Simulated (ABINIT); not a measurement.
**InP (F-43m): third-order response**

Aim: Raman and infrared lines of InP (F-43m).

Method: DFT LDA, scalar-relativistic, plane waves, HGH norm-conserving pseudopotentials, in ABINIT 10.8.3.

The database entry behind the starting cell differs from later determinations by our own check (0.1 to 0.3 % short, probably kX units), so it need not match the best structure at ambient conditions.

### 1. The starting structure

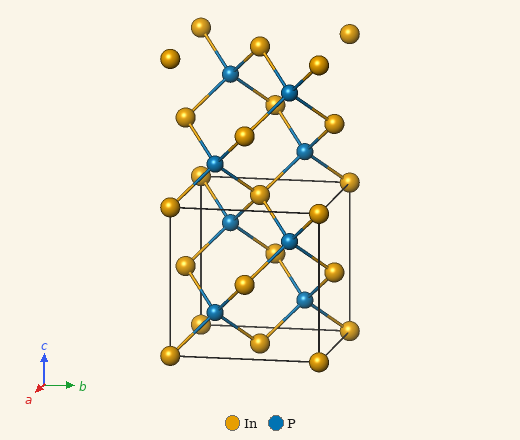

The cell as given, slightly off an axis (indium orange, phosphorus blue). 1×1×2 cells are drawn. This picture shows the conventional cell, with its axes. Bonds to atoms that aren't drawn are left out. Some periodic images of atoms are drawn too.

Coordinates:

```cif
data_structure
_symmetry_space_group_name_H-M 'F-43m'
_symmetry_Int_Tables_number 216
_cell_length_a 5.8610
_cell_length_b 5.8610
_cell_length_c 5.8610
_cell_angle_alpha 90.000
_cell_angle_beta 90.000
_cell_angle_gamma 90.000
_cell_volume 201.33
loop_
_atom_site_label
_atom_site_type_symbol
_atom_site_symmetry_multiplicity
_atom_site_Wyckoff_symbol
_atom_site_fract_x
_atom_site_fract_y
_atom_site_fract_z
_atom_site_occupancy
In1 In 4 a 0.00000 0.00000 0.00000 1
P1 P 4 d 0.25000 0.25000 0.75000 1
```

### 2. A probe with smearing

A first run with smearing and empty bands tells whether the crystal has a gap, which decides between fixed occupations and smearing later on.

probe.abi reads:

```
# ground state
tolvrs 1.0d-08
prtden 1
prtwf 1

# basis, mesh and filling
ecut 24.0
ixc 7
ngkpt 6 6 6
nshiftk 1
shiftk 0.0 0.0 0.0
istwfk *1
occopt 7
tsmear 0.005
nband 9
nstep 100
diemac 9.0
prtebands 0
prtgsr 0

# cell and atoms
acell 7.83169184 7.83169184 7.83169184
rprim 
    -0.7071067812 0.0 0.7071067812
    0.0 0.7071067812 0.7071067812
    -0.7071067812 0.7071067812 0.0
ntypat 2
znucl 49 15
natom 2
typat 1 2
xred 
    0.0 0.0 0.0
    0.25 0.25 0.25
pp_dirpath "./pseudo"
pseudos "In.hgh, P.hgh"
```

Started as:

```bash
$ OMP_NUM_THREADS=1 mpirun -n 4 abinit probe.abi > probe.log
```

Numbers of over 12 decimals in the logs are rounded to 6 here.

probe.abo, the main output file:

```text
[banners, grids, parts of the stress and lines that vanish by symmetry left out]
- input  file    -> probe.abi
- output file    -> probe.abo
- root for input  files -> probei
[...]
Symmetries : space group F-4 3 m (#216); Bravais cF (face-center cubic)
[...]
mpw =        1932          nfft =       46656          nkpt =          16
[...]
== DATASET  1 ==================================================================
[...]
cutoff_energies: {ecut:  24.0, pawecutdg:  -1.0, }
[...]
Exchange-correlation functional for the present dataset will be:
  LDA: Perdew-Wang 92 LSD fit to Ceperley-Alder data - ixc=7
[...]
ETOT  1  -8.676831    -8.677E+00 1.743E-02 1.377E+02
 ETOT  2  -8.702840    -2.601E-02 5.607E-04 1.191E+01
 ETOT  3  -8.704991    -2.151E-03 1.183E-04 1.088E+00
 ETOT  4  -8.705133    -1.412E-04 8.312E-04 9.054E-03
 ETOT  5  -8.705133    -8.268E-07 1.307E-06 9.836E-05
 ETOT  6  -8.705133    -1.171E-08 7.268E-06 4.605E-07
 ETOT  7  -8.705133    -4.046E-11 2.285E-08 6.106E-09
 At SCF step    7       vres2   =  6.11E-09 < tolvrs=  1.00E-08 =>converged.
[...]
sigma(1 1)=  1.51848614E-04  sigma(3 2)=  0.00000000E+00
  sigma(2 2)=  1.51848614E-04  sigma(3 1)=  0.00000000E+00
  sigma(3 3)=  1.51848614E-04  sigma(2 1)=  0.00000000E+00
[...]
convergence: {deltae: -4.046E-11, res2:  6.106E-09, residm:  2.285E-08, diffor: null, }
etotal    :  -8.70513340E+00
[...]
sigma(1 1)=  1.51848614E-04  sigma(3 2)=  0.00000000E+00
  sigma(2 2)=  1.51848614E-04  sigma(3 1)=  0.00000000E+00
  sigma(3 3)=  1.51848614E-04  sigma(2 1)=  0.00000000E+00
[...]
- sigma(1 1)=  4.46754046E+00  sigma(3 2)=  0.00000000E+00
- sigma(2 2)=  4.46754046E+00  sigma(3 1)=  0.00000000E+00
- sigma(3 3)=  4.46754046E+00  sigma(2 1)=  0.00000000E+00
[...]
fcart     -0.0000000000E+00 -0.0000000000E+00 -0.0000000000E+00
           strten      1.5184861398E-04  1.5184861398E-04  1.5184861398E-04
================================================================================

[key lines of the parts left out:]
pressure_GPa:  -4.4675E+00
```

The job ended after 1.9 s (4 MPI ranks of Arm Neoverse V2, shared host; 7.2 s of CPU time).

This step gave:

```
volume per atom   : 25.17 Å³
pressure          : -4.468 GPa
gap on the k-mesh : 0.7859 eV
```

A gap of 0.79 eV opens on this mesh, so the crystal is taken as an insulator; the printed pressure holds the stress of the finite basis too.

### 3. Relaxing the cell and atoms

The harmonic expansion needs vanishing forces, and a free crystal bears no stress, so cell and atoms are brought to rest. Stress is more sensitive to the basis than forces are: the last 3 Ha under the cutoff are smoothed with ecutsm, and the cutoff is raised above that of the later runs.

relax.abi reads:

```
# relaxation
ionmov 2
optcell 2
dilatmx 1.08
ntime 40
tolmxf 1.0d-05
tolvrs 1.0d-14
prtwf 0
prtden 0
chksymtnons 0

# basis, mesh and filling
ecut 31.0
ecutsm 3.0
ixc 7
ngkpt 8 8 8
nshiftk 1
shiftk 0.0 0.0 0.0
istwfk *1
occopt 1
nband 4
nstep 100
diemac 9.0
prtebands 0
prtgsr 0

# cell and atoms
acell 7.83169184 7.83169184 7.83169184
rprim 
    -0.7071067812 0.0 0.7071067812
    0.0 0.7071067812 0.7071067812
    -0.7071067812 0.7071067812 0.0
ntypat 2
znucl 49 15
natom 2
typat 1 2
xred 
    0.0 0.0 0.0
    0.25 0.25 0.25
pp_dirpath "./pseudo"
pseudos "In.hgh, P.hgh"
```

Started as:

```bash
$ OMP_NUM_THREADS=1 mpirun -n 4 abinit relax.abi > relax.log
```

relax.abo, the main output file:

```text
[banners, grids, parts of the stress and lines that vanish by symmetry left out]
- input  file    -> relax.abi
- output file    -> relax.abo
- root for input  files -> relaxi
[...]
Symmetries : space group F-4 3 m (#216); Bravais cF (face-center cubic)
[...]
mpw =        3551          nfft =       91125          nkpt =          29
[...]
== DATASET  1 ==================================================================
[...]
cutoff_energies: {ecut:  31.0, pawecutdg:  -1.0, }
[...]
Exchange-correlation functional for the present dataset will be:
  LDA: Perdew-Wang 92 LSD fit to Ceperley-Alder data - ixc=7
[...]
ETOT  1  -8.673284    -8.673E+00 2.556E-02 2.796E+02
 ETOT  2  -8.702937    -2.965E-02 2.850E-05 2.739E+01
 ETOT  3  -8.705618    -2.681E-03 5.167E-05 2.066E+00
 ETOT  4  -8.705748    -1.306E-04 5.553E-06 1.665E-02
 ETOT  5  -8.705749    -6.342E-07 3.930E-07 7.986E-05
[...]
At SCF step   13       vres2   =  1.83E-15 < tolvrs=  1.00E-14 =>converged.
[...]
sigma(1 1)=  1.49029564E-04  sigma(3 2)=  0.00000000E+00
  sigma(2 2)=  1.49029564E-04  sigma(3 1)=  0.00000000E+00
  sigma(3 3)=  1.49029564E-04  sigma(2 1)=  0.00000000E+00
[...]
convergence: {deltae:  9.948E-14, res2:  1.828E-15, residm:  2.317E-13, diffor: null, }
etotal    :  -8.70574896E+00
[...]
ETOT  1  -8.706239    -8.706E+00 2.359E-03 1.271E+00
[...]
At SCF step    9       vres2   =  1.18E-15 < tolvrs=  1.00E-14 =>converged.
[...]
sigma(1 1)=  1.23804708E-04  sigma(3 2)=  0.00000000E+00
  sigma(2 2)=  1.23804708E-04  sigma(3 1)=  0.00000000E+00
  sigma(3 3)=  1.23804708E-04  sigma(2 1)=  0.00000000E+00
[...]
convergence: {deltae:  1.865E-13, res2:  1.176E-15, residm:  2.739E-18, diffor: null, }
etotal    :  -8.70636844E+00
[...]
ETOT  1  -8.705175    -8.705E+00 8.218E-02 2.433E+01
[...]
At SCF step   10       vres2   =  3.52E-16 < tolvrs=  1.00E-14 =>converged.
[...]
sigma(1 1)= -1.55699787E-05  sigma(3 2)=  0.00000000E+00
  sigma(2 2)= -1.55699787E-05  sigma(3 1)=  0.00000000E+00
  sigma(3 3)= -1.55699787E-05  sigma(2 1)=  0.00000000E+00
[...]
convergence: {deltae:  9.148E-13, res2:  3.525E-16, residm:  8.702E-20, diffor: null, }
etotal    :  -8.70753790E+00
[...]
ETOT  1  -8.707525    -8.708E+00 5.994E-10 2.853E-01
[...]
At SCF step    9       vres2   =  5.94E-16 < tolvrs=  1.00E-14 =>converged.
[...]
sigma(1 1)=  1.25678926E-06  sigma(3 2)=  0.00000000E+00
  sigma(2 2)=  1.25678926E-06  sigma(3 1)=  0.00000000E+00
  sigma(3 3)=  1.25678926E-06  sigma(2 1)=  0.00000000E+00
[...]
convergence: {deltae: -4.601E-13, res2:  5.942E-16, residm:  6.630E-20, diffor: null, }
etotal    :  -8.70755273E+00
[...]
ETOT  1  -8.707553    -8.708E+00 9.895E-10 1.603E-03
[...]
ETOT  7  -8.707553     1.812E-13 1.243E-18 4.935E-14
 ETOT  8  -8.707553    -3.908E-14 3.582E-20 2.615E-16
 At SCF step    8       vres2   =  2.61E-16 < tolvrs=  1.00E-14 =>converged.
[...]
sigma(1 1)=  1.06747147E-08  sigma(3 2)=  0.00000000E+00
  sigma(2 2)=  1.06747147E-08  sigma(3 1)=  0.00000000E+00
  sigma(3 3)=  1.06747147E-08  sigma(2 1)=  0.00000000E+00
[...]
convergence: {deltae: -3.908E-14, res2:  2.615E-16, residm:  3.582E-20, diffor: null, }
etotal    :  -8.70755283E+00
[...]
At Broyd/MD step   5, gradients are converged :
[...]
sigma(1 1)=  1.06747147E-08  sigma(3 2)=  0.00000000E+00
  sigma(2 2)=  1.06747147E-08  sigma(3 1)=  0.00000000E+00
  sigma(3 3)=  1.06747147E-08  sigma(2 1)=  0.00000000E+00
[...]
- sigma(1 1)=  3.14060950E-04  sigma(3 2)=  0.00000000E+00
- sigma(2 2)=  3.14060950E-04  sigma(3 1)=  0.00000000E+00
- sigma(3 3)=  3.14060950E-04  sigma(2 1)=  0.00000000E+00
[...]
fcart     -0.0000000000E+00 -0.0000000000E+00 -0.0000000000E+00
           strten      1.0674714716E-08  1.0674714716E-08  1.0674714716E-08
================================================================================

[key lines of the parts left out:]
pressure_GPa:  -3.1406E-04
Total energy (etotal) [Ha]= -8.70755282818381E+00
```

Wall time 17 s (4 MPI ranks); 69 s of CPU time.

Step by step:

| step | energy less that of the first step (eV) | largest force (eV/Å) | volume (Å³) |
| --- | --- | --- | --- |
| 1 | 0.0000 | 0.0000 | 50.33 |
| 2 | -0.0169 | 0.0000 | 49.66 |
| 3 | -0.0487 | 0.0000 | 46.68 |
| 4 | -0.0491 | 0.0000 | 46.99 |
| 5 | -0.0491 | 0.0000 | 46.97 |

```
conventional cell, symmetrised  before  after  change
                         a (Å)   5.861  5.727  -2.3 %
                         b (Å)   5.861  5.727  -2.3 %
                         c (Å)   5.861  5.727  -2.3 %
              volume (Å³/atom)   25.17  23.48  -6.7 %
```

The relaxed structure:

```
In P
1.0
    -2.86368    0.00000    2.86368
     0.00000    2.86368    2.86368
    -2.86368    2.86368    0.00000
In P
1 1
Cartesian
  0.0000 0.0000 0.0000
  -1.4318 1.4318 1.4318
```

Numbers from this step:

```yaml
volume_per_atom: 23.48 Å³
pressure: -3.14e-4 GPa
```

The volume changes by -6.7 % in this run and stands -6.7 % from the first cell.

### 4. Ground state

The response is built on these wavefunctions, so the potential is converged far more tightly than an energy would need. The mesh is shifted off Γ, since shifted meshes converge sums over the zone faster.

gs.abi reads:

```
# ground state
tolvrs 1.0d-16
prtden 1
prtwf 1

# basis, mesh and filling
ecut 24.0
ixc 7
ngkpt 6 6 6
nshiftk 4
shiftk 
    0.5 0.5 0.5
    0.5 0.0 0.0
    0.0 0.5 0.0
    0.0 0.0 0.5
istwfk *1
occopt 1
nband 4
nstep 100
diemac 9.0
prtebands 0
prtgsr 0

# cell and atoms
acell 7.653106437 7.653106437 7.653106437
rprim 
    -0.7071067812 0.0 0.7071067812
    0.0 0.7071067812 0.7071067812
    -0.7071067812 0.7071067812 0.0
ntypat 2
znucl 49 15
natom 2
typat 1 2
xred 
    0.0 0.0 0.0
    0.25 0.25 0.25
pp_dirpath "./pseudo"
pseudos "In.hgh, P.hgh"
```

Started as:

```bash
$ OMP_NUM_THREADS=1 mpirun -n 4 abinit gs.abi > gs.log
```

gs.abo, the main output file:

```text
[banners, grids, parts of the stress and lines that vanish by symmetry left out]
- input  file    -> gs.abi
- output file    -> gs.abo
- root for input  files -> gsi
[...]
Symmetries : space group F-4 3 m (#216); Bravais cF (face-center cubic)
[...]
mpw =        1810          nfft =       46656          nkpt =          28
[...]
== DATASET  1 ==================================================================
[...]
cutoff_energies: {ecut:  24.0, pawecutdg:  -1.0, }
[...]
Exchange-correlation functional for the present dataset will be:
  LDA: Perdew-Wang 92 LSD fit to Ceperley-Alder data - ixc=7
[...]
ETOT  1  -8.676917    -8.677E+00 1.976E-02 1.542E+02
 ETOT  2  -8.705163    -2.825E-02 1.564E-05 1.205E+01
 ETOT  3  -8.707302    -2.140E-03 3.477E-05 9.324E-01
 ETOT  4  -8.707414    -1.116E-04 7.680E-07 6.851E-03
 ETOT  5  -8.707415    -5.776E-07 5.793E-09 4.635E-05
[...]
ETOT 11  -8.707415     2.149E-13 4.077E-18 8.142E-16
 ETOT 12  -8.707415     1.137E-13 1.487E-19 1.282E-18
 At SCF step   12       vres2   =  1.28E-18 < tolvrs=  1.00E-16 =>converged.
[...]
sigma(1 1)=  2.51903137E-06  sigma(3 2)=  0.00000000E+00
  sigma(2 2)=  2.51903137E-06  sigma(3 1)=  0.00000000E+00
  sigma(3 3)=  2.51903137E-06  sigma(2 1)=  0.00000000E+00
[...]
convergence: {deltae:  1.137E-13, res2:  1.282E-18, residm:  1.487E-19, diffor: null, }
etotal    :  -8.70741460E+00
[...]
sigma(1 1)=  2.51903137E-06  sigma(3 2)=  0.00000000E+00
  sigma(2 2)=  2.51903137E-06  sigma(3 1)=  0.00000000E+00
  sigma(3 3)=  2.51903137E-06  sigma(2 1)=  0.00000000E+00
[...]
- sigma(1 1)=  7.41124616E-02  sigma(3 2)=  0.00000000E+00
- sigma(2 2)=  7.41124616E-02  sigma(3 1)=  0.00000000E+00
- sigma(3 3)=  7.41124616E-02  sigma(2 1)=  0.00000000E+00
[...]
fcart     -0.0000000000E+00 -0.0000000000E+00 -0.0000000000E+00
           strten      2.5190313681E-06  2.5190313681E-06  2.5190313681E-06
================================================================================

[key lines of the parts left out:]
pressure_GPa:  -7.4112E-02
```

Run time: 2.1 s. Hardware: 4 MPI ranks.

Numbers from this step:

| Quantity | Value |
| --- | --- |
| pressure | -0.07411 GPa |

The cell stands at -0.074 GPa, close enough for phonons.

### 5. The gap at rest

Empty bands on the ground state's density check that the gap assumed so far is there in this cell.

gap.abi reads:

```
# empty bands on the ground state's density
iscf -2
getden_filepath "gso_DEN"
tolwfr 1.0d-12
nbdbuf 2
prtwf 0

# basis, mesh and filling
ecut 24.0
ixc 7
ngkpt 8 8 8
nshiftk 1
shiftk 0.0 0.0 0.0
istwfk *1
occopt 1
nband 8
nstep 100
diemac 9.0
prtebands 0
prtgsr 0

# cell and atoms
acell 7.653106437 7.653106437 7.653106437
rprim 
    -0.7071067812 0.0 0.7071067812
    0.0 0.7071067812 0.7071067812
    -0.7071067812 0.7071067812 0.0
ntypat 2
znucl 49 15
natom 2
typat 1 2
xred 
    0.0 0.0 0.0
    0.25 0.25 0.25
pp_dirpath "./pseudo"
pseudos "In.hgh, P.hgh"
```

Started as:

```bash
$ OMP_NUM_THREADS=1 mpirun -n 4 abinit gap.abi > gap.log
```

gap.abo, the main output file:

```text
[banners, grids, parts of the stress and lines that vanish by symmetry left out]
- input  file    -> gap.abi
- output file    -> gap.abo
- root for input  files -> gapi
[...]
Symmetries : space group F-4 3 m (#216); Bravais cF (face-center cubic)
[...]
mpw =        1812          nfft =       46656          nkpt =          29
[...]
== DATASET  1 ==================================================================
[...]
cutoff_energies: {ecut:  24.0, pawecutdg:  -1.0, }
[...]
Exchange-correlation functional for the present dataset will be:
  LDA: Perdew-Wang 92 LSD fit to Ceperley-Alder data - ixc=7
[...]
-outvars: echo values of variables after computation
            acell      7.6531064370E+00  7.6531064370E+00  7.6531064370E+00 Bohr
================================================================================
```

It took 1.9 s on 4 MPI ranks.

Read from the output:

```yaml
gap_on_the_k_mesh: 1.241 eV
```

In this cell the gap on the mesh is 1.2 eV, direct, so fixed occupations hold.

(Continued in part 2 of 3.)

[Host names and launcher messages were left out of these logs when they were recorded.]

[Logs are printed without paths, hosts, clocks, repeated set-up lines and the standing remarks that a program may print on its own settings, such as how far it seeks lower states.]

[Hosts, paths, dates, database ids (printed as entryN), source tags and the programs' standing remarks are cut or masked in the printed files.]
